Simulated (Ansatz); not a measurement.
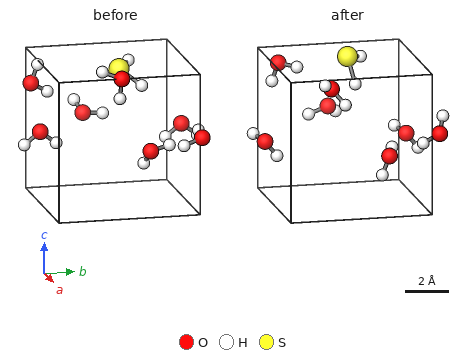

The structure of an amorphous cell of composition H₁₄SO₆ before (left) and after (right) a relaxation, at one scale.

A ball-and-stick model of the cell of the calculation, seen slightly off an axis.

The cell holds 6 H2O + 1 SH2. The run prepares the start of a later molecular dynamics calculation, from a guessed geometry.

All numbers below come from DFT PBE-D3(BJ), scalar-relativistic, plane waves, PAW in Ansatz 0.2.0.

Input file:
```yaml
accuracy: low
crystal:
  lattice:
    - [6.782423, 0.0, 0.0]
    - [0.0, 6.782423, 0.0]
    - [0.0, 0.0, 6.782423]
  atoms:
    - { symbol: O, position: [0.9700866, 0.4524006, 0.992521] }
    - { symbol: H, position: [0.9617192, 0.4408491, 0.85043] }
    - { symbol: H, position: [0.9330747, 0.3228866, 1.0399506] }
    - { symbol: O, position: [0.4396309, 0.9990011, 0.510497] }
    - { symbol: H, position: [0.4361081, 1.1125291, 0.423939] }
    - { symbol: H, position: [0.4324852, 0.8875072, 0.4215513] }
    - { symbol: O, position: [1.0236958, 1.0093406, 0.5544898] }
    - { symbol: H, position: [0.8822959, 1.0152617, 0.5735769] }
    - { symbol: H, position: [1.0470747, 0.8754238, 0.5107517] }
    - { symbol: O, position: [0.7554149, 0.70866, 0.409108] }
    - { symbol: H, position: [0.7303943, 0.8458805, 0.439732] }
    - { symbol: H, position: [0.6644297, 0.6798227, 0.3028846] }
    - { symbol: O, position: [0.0862251, 0.3839803, 0.5350552] }
    - { symbol: H, position: [0.080832, 0.5261691, 0.5229491] }
    - { symbol: H, position: [-0.036878, 0.3500578, 0.5989942] }
    - { symbol: O, position: [0.3283162, -0.0409003, 0.8315597] }
    - { symbol: H, position: [0.3050691, 0.0804254, 0.7599149] }
    - { symbol: H, position: [0.3479403, 0.0018237, 0.9664036] }
    - { symbol: S, position: [0.4781743, 0.5485303, 0.9369849] }
    - { symbol: H, position: [0.3114271, 0.6535487, 0.949983] }
    - { symbol: H, position: [0.5711641, 0.6875927, 0.832023] }
basis:
  ecutwfc: 420.0
kpoints:
  mp_grid: { grid: [1, 1, 1] }
hamiltonian:
  xc: pbe
  dispersion: d3bj
scf:
  occupations: { method: fermi_dirac, width: 0.02 }
  lower_state_search: "off"
relax:
  f_tol: 0.3
  max_steps: 15
  adjacent_minimum: "off"
```

Launched with:
```bash
ansatz run input.yaml --threads 1 --pin off --max-ram 3072MiB --backend cpu --events-out ev --progress --plain --runs-dir out
```

Describe what moved and what it gained.

Answer. The relaxation stopped without meeting its thresholds, so the last structure isn't shown to be converged. It used up its limit of 15 steps. The largest move is that of H18, 1.33 Å roughly along +b. Largest moves by element: H 1.33 Å, O 1.28 Å, S 0.74 Å. The lattice vectors keep their values. Some distances before and after: O1–H2 0.969 → 1.000 Å, O10–H11 0.969 → 0.992 Å, S19–H20 1.339 → 1.359 Å, S19–H21 1.339 → 1.353 Å. Among the angles between lasting bonds that change: H2–O1–H3 104.0° → 100.9°. After 14 geometry steps the energy has fallen by 129 meV per atom. Largest force component: 1.4 eV/Å at the start, 0.49 eV/Å at the end. The run took 21 s on 1 thread of Arm Neoverse V2 (shared host), peak memory 0.35 GiB.

Limits of the set-up: the program's low-accuracy preset was used; the periodic images lie only 6.8 Å apart, so the values are limited by the cell's size.
